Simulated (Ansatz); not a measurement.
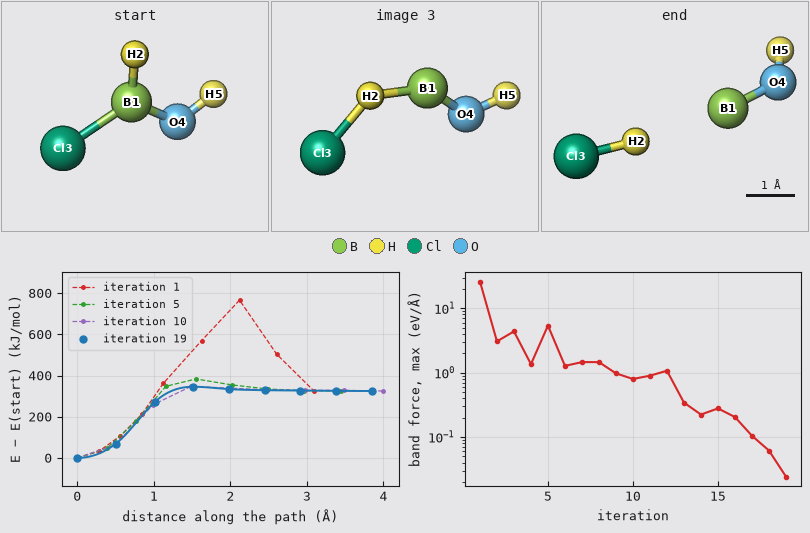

A nudged-elastic-band calculation for BH$_{2}$OCl. Images are numbered from 0 (start) to 8 (end). The plot follows the band through its iterations. Style: ball-and-stick. Shown at a tilt.

These are results of Ansatz 0.2.0, RKS B3LYP/def2-SVP, not measurements.

Input file:
```yaml
crystal:
  periodic: [false, false, false]
  atoms:
    - { symbol: B, position_ang: [0.189256, -0.116012, 0.232311] }
    - { symbol: H, position_ang: [-0.065242, -0.09048, 1.410152] }
    - { symbol: Cl, position_ang: [1.859569, 0.123851, -0.284175] }
    - { symbol: O, position_ang: [-0.739478, -0.318969, -0.716274] }
    - { symbol: H, position_ang: [-1.629206, -0.445091, -0.361513] }
basis:
  gaussian: { orbitals: def2-SVP }
hamiltonian:
  xc: b3lyp
neb:
  order_check: false
  images: 7
  f_tol: 0.03
  max_iterations: 60
  final_atoms:
    - { symbol: B, position_ang: [-0.6423484, -0.25688578, 0.25431524] }
    - { symbol: H, position_ang: [1.45087557, 0.11038213, 0.62695037] }
    - { symbol: Cl, position_ang: [2.75015169, 0.32915358, 0.67709925] }
    - { symbol: O, position_ang: [-1.83552746, -0.47834316, -0.17548742] }
    - { symbol: H, position_ang: [-2.10825239, -0.55100776, -1.10237645] }
  initial_path:
    images:
      - { positions_ang: [[0.189256, -0.116012, 0.232311], [-0.065242, -0.09048, 1.410152], [1.859569, 0.123851, -0.284175], [-0.739478, -0.318969, -0.716274], [-1.629206, -0.445091, -0.361513]] }
      - { positions_ang: [[0.14237684, -0.08753444, 0.17329259], [0.07784363, -0.06091401, 1.38030778], [1.90747352, 0.0897946, -0.1620941], [-0.8580226, -0.24208459, -0.71682821], [-1.65477239, -0.54596256, -0.39417706]] }
      - { positions_ang: [[0.09549767, -0.05905688, 0.11427418], [0.22092925, -0.03134802, 1.35046357], [1.95537804, 0.0557382, -0.04001321], [-0.97656719, -0.16520019, -0.71738242], [-1.68033878, -0.64683412, -0.42684111]] }
      - { positions_ang: [[0.04861851, -0.03057931, 0.05525576], [0.36401488, -0.00178203, 1.32061935], [2.00328256, 0.0216818, 0.08206769], [-1.09511179, -0.08831578, -0.71793663], [-1.70590517, -0.74770568, -0.45950517]] }
      - { positions_ang: [[0.00173935, -0.00210175, -0.00376265], [0.50710051, 0.02778395, 1.29077513], [2.05118709, -0.0123746, 0.20414859], [-1.21365638, -0.01143137, -0.71849084], [-1.73147156, -0.84857723, -0.49216923]] }
      - { positions_ang: [[-0.15928259, -0.06579776, 0.06075682], [0.74304427, 0.0484335, 1.12481894], [2.22592824, 0.07300745, 0.32238625], [-1.36912415, -0.12815932, -0.58273999], [-1.82566677, -0.77418487, -0.64472103]] }
      - { positions_ang: [[-0.32030453, -0.12949377, 0.1252763], [0.97898804, 0.06908304, 0.95886275], [2.40066939, 0.15838949, 0.44062392], [-1.52459192, -0.24488727, -0.44698913], [-1.91986198, -0.6997925, -0.79727284]] }
      - { positions_ang: [[-0.48132646, -0.19318978, 0.18979577], [1.2149318, 0.08973259, 0.79290656], [2.57541054, 0.24377153, 0.55886158], [-1.68005969, -0.36161522, -0.31123828], [-2.01405718, -0.62540013, -0.94982464]] }
      - { positions_ang: [[-0.6423484, -0.25688578, 0.25431524], [1.45087557, 0.11038213, 0.62695037], [2.75015169, 0.32915358, 0.67709925], [-1.83552746, -0.47834316, -0.17548742], [-2.10825239, -0.55100776, -1.10237645]] }
```

Run as
```bash
ansatz run input.yaml --threads 1 --pin off --max-ram 2048MiB --backend cpu --events-out ev --progress --plain --runs-dir out
```

### Judge this run.

The result is final at these settings. The band converged in 19 iterations. The largest component of the band force went from 26 to 0.024 eV/Å. The climbing image converged on the top of the path. Its vibrational analysis gives one imaginary mode (578i cm⁻¹), as a transition state must have. The first iteration put the highest image at 765.8 kJ/mol. Forward barrier 345.6 kJ/mol, backward barrier 20.8 kJ/mol, with image 3 at the top; the reaction energy is +324.9 kJ/mol.

The run took 2.7 min on 1 thread of Arm Neoverse V1, on a shared host, peak memory 0.098 GiB.
